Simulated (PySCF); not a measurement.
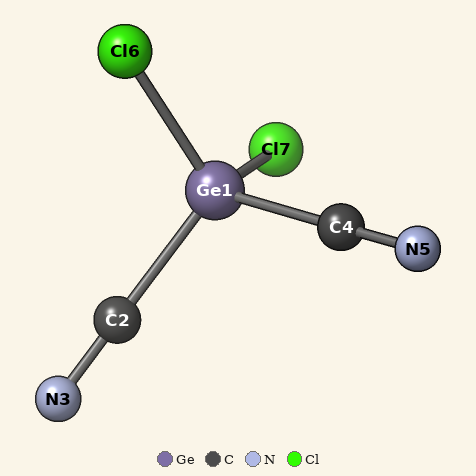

Computed geometry: PBE0-D3(BJ)/def2-SVP optimisation. No frequency run is at hand to confirm it as a minimum. Method: delta-SCF UKS SCAN, pcX-2 on the ionised atom (unc-x2c-TZVPall on a metal), pcseg-1 elsewhere, spin-free X2C (PySCF 2.14.0).

Give the core-electron binding energies (to vacuum; p and d levels without spin–orbit splitting) of C2 1s, N3 1s, Cl6 1s, Cl6 2p.

```json
{"atom": "C2", "level": "1s", "binding energy (eV)": "293.0"}
{"atom": "N3", "level": "1s", "binding energy (eV)": "406.4"}
{"atom": "Cl6", "level": "1s", "binding energy (eV)": "2829.8"}
{"atom": "Cl6", "level": "2p", "binding energy (eV)": "207.8"}
```
